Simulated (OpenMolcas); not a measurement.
Run report: Mo⁵⁺ complex, multiconfigurational calculation

Mo⁵⁺ with 6 ligands (O and Cl; tetragonal octahedron, 1.99 Å), neutralised by 6 outer point charges of +0.83 e, whose field is part of the energies. Computed at this level: state-averaged SS-CASPT2, IPEA shift 0.25, imaginary shift 0.1 hartree, closed shells 4s 4p of the metal and the valence shells of the ligands correlated, active space 1 electron in the shell 4d, basis ANO-RCC-VTZP on the metal and ANO-RCC-VDZP on the ligands, DKH2 scalar Hamiltonian, spin-orbit coupling by RASSI with atomic mean-field integrals (OpenMolcas).

**Input file**
```
&GATEWAY
Coord
7

Mo 0.0 0.0 0.0
O 1.990000 0.000000 0.000000
O 0.000000 1.990000 0.000000
O -1.990000 0.000000 0.000000
O 0.000000 -1.990000 0.000000
Cl 0.000000 0.000000 2.370090
Cl 0.000000 0.000000 -2.370090
Basis=Mo.ANO-RCC-VTZP,Cl.ANO-RCC-VDZP,O.ANO-RCC-VDZP
Group=XYZ
NoMove
AngMom=0.0 0.0 0.0
AMFI
RICD
XField
3 Angstrom 0
5.190000 0.000000 0.000000 0.833333
0.000000 5.190000 0.000000 0.833333
0.000000 0.000000 5.570090 0.833333
&SEWARD
&RASSCF
FileOrb=start.orb
Symmetry=1
Spin=2
nActEl=1 0 0
Inactive=28 28
Ras2=5 0
CIRoot=5 5 1
SDav=5
CIMx=300
Iter=150 100
PrWF=0.3
OrbListing=Nothing
MaxOrb=0
LevShft=1.0
>>> COPY $Project.JobIph JOB001
&RASSI
NrOfJobIphs=1 5
1 2 3 4 5
IphNames
JOB001
EJob
SpinOrbit
DIPRint=1.0
SOCoupling=1000.0
Subsets=2
Property=9
'ANGMOM' 1 'ANGMOM' 2 'ANGMOM' 3 'MLTPL  1' 1 'MLTPL  1' 2 'MLTPL  1' 3
'AMFI' 1 'AMFI' 2 'AMFI' 3
SOProperty=3
'ANGMOM' 1 'ANGMOM' 2 'ANGMOM' 3
>>> COPY JOB001 $Project.JobIph
&CASPT2
Multistate=5 1 2 3 4 5
NoMult
Frozen=15 13
IPEA=0.25
Imaginary=0.1
MaxIter=60
WThr=0.0 0.3 0.05
PrWF=0.5
NoMix
```

The file start.orb holds starting orbitals from an earlier step. A driver script formed the levels outside the program, from RASSI's spin-orbit matrix and the CASPT2 energies (for multi-state variants, the effective Hamiltonian), averaged over the components of each term or state. The log and the time are those of the CASPT2 step.

Run as:
```bash
OMP_NUM_THREADS=1 MOLCAS_MEM=2457 MOLCAS_PROJECT=a pymolcas a.inp > a.log  # once for each step of the input, in one work folder
```

**Log (extracts)**
```
--- CASPT2 ---
Orbital specifications:
      -----------------------

      Symmetry species                           1   2
                                                ag  au
      Frozen orbitals                           15  13
      Inactive orbitals                         13  15
      Active orbitals                            5   0
      Secondary orbitals                        49  50
      Deleted orbitals                           0   0
      Number of basis functions                 82  78
Type of calculation                        SS-CASPT2
      Fock operator                              state-specific
      IPEA shift                                 0.25
      Real shift                                 0.00
      Imaginary shift                            0.10
      The input orbitals will be transformed to quasi-canonical
Reference energy:       -5268.4249864072
      E2 (Non-variational):      -1.7857251996
      Shift correction:          -0.0032989798
      E2 (Variational):          -1.7890241794
      Total energy:           -5270.2140105866
      Residual norm:              0.0000006341
      Reference weight:           0.60074
      Contributions to the CASPT2 correlation energy
      Active & Virtual Only:          0.0000000058
      One Inactive Excited:          -0.0899297865
      Two Inactive Excited:          -1.6957954190
Reference energy:       -5268.4249864071
      E2 (Non-variational):      -1.7857253065
      Shift correction:          -0.0032989817
      E2 (Variational):          -1.7890242883
      Total energy:           -5270.2140106953
      Residual norm:              0.0000006341
      Reference weight:           0.60074
      Contributions to the CASPT2 correlation energy
      Active & Virtual Only:          0.0000000058
      One Inactive Excited:          -0.0899298990
      Two Inactive Excited:          -1.6957954134
::    CASPT2 Root  1     Total energy:  -5270.21401059
::    CASPT2 Root  2     Total energy:  -5270.21401070
::    CASPT2 Root  3     Total energy:  -5270.18141139
::    CASPT2 Root  4     Total energy:  -5270.17989797
::    CASPT2 Root  5     Total energy:  -5270.04197794
```

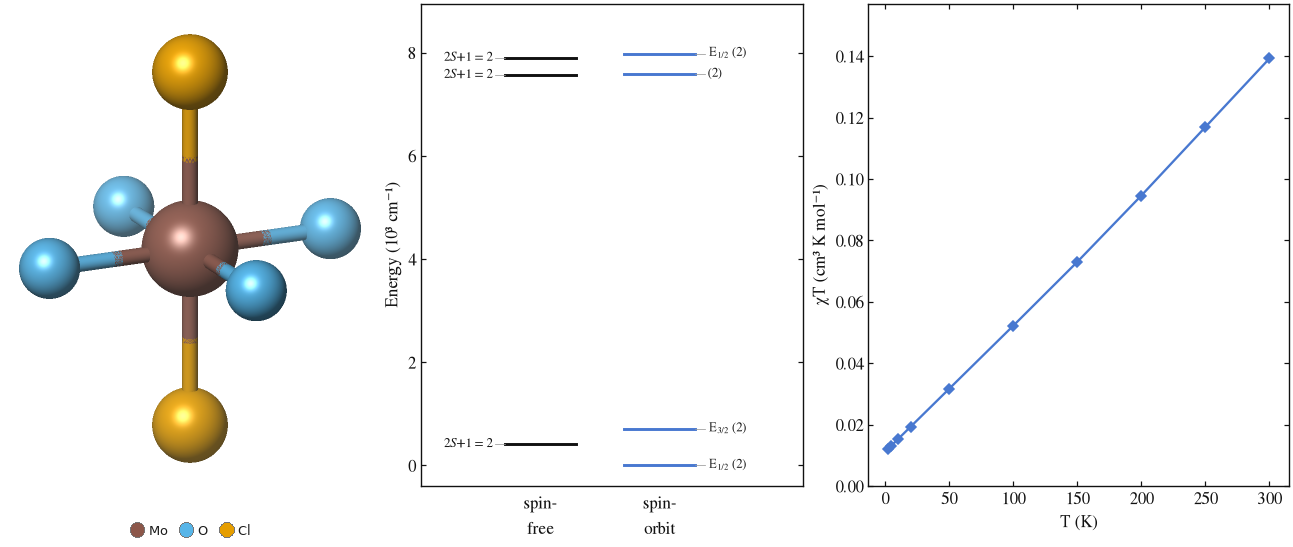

**Figure 1.** Mo⁵⁺ (4d) with 6 ligands, O²⁻ with axial Cl⁻, at 1.99 Å (arrangement: tetragonal octahedron, D4h), axial distortion 1.191, neutralised by outer point charges of +0.83 e, and its levels and susceptibility. Labels give the representation in O, Td, D4 or D3 as the site allows (double group for half-integer spin) where it could be assigned and, in brackets, the degeneracy; spin-free states, where drawn, share the zero of the spin-orbit levels. Powder susceptibility by Van Vleck's formula. The ground level is E₁/₂, a Kramers doublet, 100 % from states of spin multiplicity 2. Its principal g values are 0.27, 0.27 and 0.46. The next level lies at 708 cm⁻¹ (E₃/₂). χT is 0.0120 cm³ K mol⁻¹ at 2 K and 0.139 at 300 K, an effective moment of 1.06 μB.

**Results in brief**

| quantity | value |
| --- | --- |
| outcome | converged |
| energy of the lowest spin-free term | −5270.21401 hartree |
| energy of the lowest spin-orbit level | −5270.21591 hartree |
| CASPT2 correlation energy | −1.7890 hartree |
| largest spread among components of a term | 0.0 cm⁻¹ |
| lowest reference weight | 0.592 |
| hardware | 1 thread of Arm Neoverse V1, 24 GiB of memory available, shared host |
| wall time | 19 s |
| peak memory | 0.4 GiB |

**Notes**

Limits: covalent bonds, ligand orbitals missing from the active space; bare point charges leave oxide and sulfide ligands too diffuse, field too small; distances are set from ionic radii, not optimised.
